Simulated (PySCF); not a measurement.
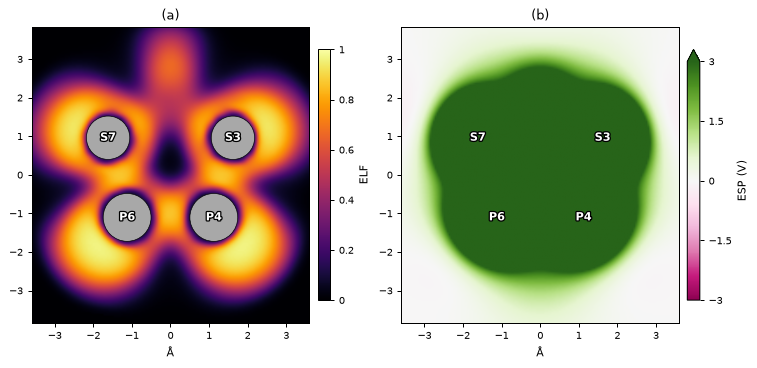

The picture shows: P4S3 (SMILES s1p2sp3p1p3s2). (a) electron localisation function; (b) molecular electrostatic potential on the plane of atoms S3, P4 and P6. Grey discs cover the atomic cores in the ELF map.

Geometry: GFN2-xTB.

All numbers below come from PBE0/pcSseg-1, SCF density, gas phase, non-relativistic (PySCF 2.14.0).

```xyz
7

S     0.6552    1.8422   -0.4521
P     1.7400    0.0128   -0.2751
S     0.9966   -0.6157    1.6240
P    -1.1080   -0.4402    1.4069
P    -1.3450    1.2667   -0.0350
P    -1.4457   -0.8520   -0.7760
S     0.5101   -1.2089   -1.5199
```

Question: Interpret the plot.

Answer: The plane passes through S and P nuclei. P–S (2.12 Å): the ELF peaks at about 0.85 between the atoms, as expected for a shared electron pair. P–P (2.25 Å): the ELF peaks at about 0.85 between the atoms (a covalent bond). The ELF also peaks beside P6, P4, S7 and S3, away from the bonds: lone-pair regions. The potential has no marked negative region in this plane.
